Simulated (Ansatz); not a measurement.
**FGaH$_{2}$···CH$_{4}$: density, localisation and related maps**

```xyz
9

Ga   -1.4735   -0.1543   -0.6939
C     1.2037    0.0241    0.5599
H    -0.8041   -0.7676   -1.9572
H    -2.1924   -0.8082    0.5218
H     0.6416    0.9314    0.3226
F    -1.5730    1.6082   -0.7173
H     1.7980    0.2206    1.4518
H     1.8545   -0.2338   -0.2735
H     0.5452   -0.8203    0.7858
```

The product side of a reaction path; geometry: PBE0-D4/def2-TZVP.

Computed with Ansatz 0.2.0, RKS PBE0-D4/def2-TZVPP.

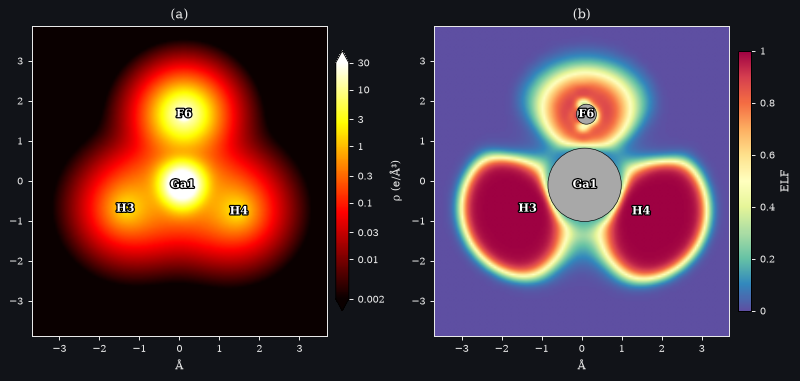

Figure 1. (a) total electron density; (b) ELF on the plane of atoms H4, Ga1 and F6. Grey discs cover the atomic cores in the ELF map.

### What does the map show?

Atoms in the plane: Ga, H and F.
Ga–F (1.77 Å): ρ at the midpoint is about 0.85 e/Å³; the ELF peaks at about 0.80 in the valence shell of F, 0.6 Å from its nucleus, and is about 0.20 at the midpoint.
Ga–H (1.56 Å): ρ is about 1 e/Å³ halfway; the ELF climbs to about 1 towards the hydrogen.
The ELF also peaks beside F6, away from the bonds: lone-pair regions.

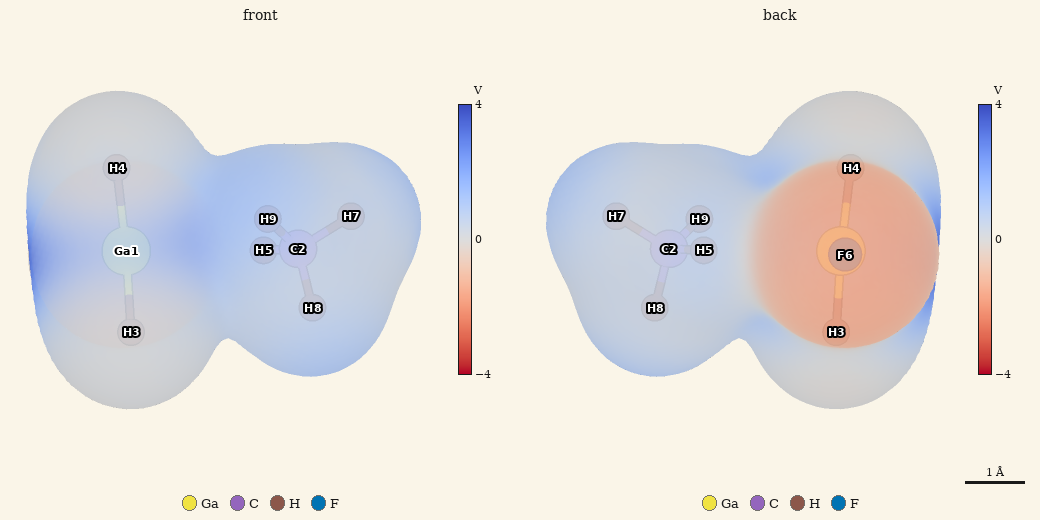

Figure 2. The electrostatic potential painted on the density surface at 0.002 e/bohr³, seen from the front and from behind; red is negative and blue positive.

### Which sites attract a positive test charge, and which a negative one?

A positive charge is drawn to the negative regions and a negative charge to the positive ones. The most negative region (about −1.6 V) lies over F6, the most positive (about +3.1 V) over Ga1.

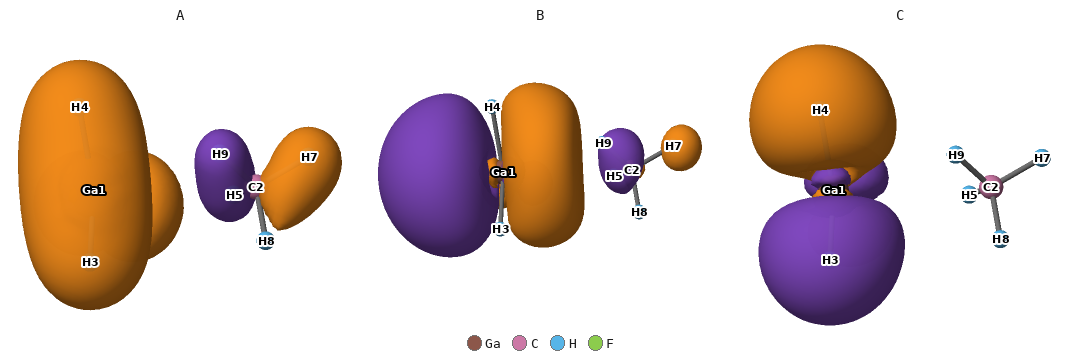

Figure 3. Three frontier orbitals at ±0.08 Å⁻³ᐟ² (orange and purple are the two phases), in no order.

### Order the three orbitals by energy and name them.

A is the HOMO−1 (−10.36 eV). Its weight (Hirshfeld) is mainly on F6 (about 50 %), Ga1 (about 25 %), H3 (about 10 %) and H4 (about 10 %). C is the HOMO (−8.77 eV). By Hirshfeld shares it lies mainly on Ga1 (about 30 %), H4 (about 25 %), H3 (about 25 %) and F6 (about 15 %). B is the LUMO (−1.04 eV). Its weight (Hirshfeld) is mainly on Ga1 (about 70 %).

### What is the HOMO–LUMO gap?

7.73 eV between the orbital energies.
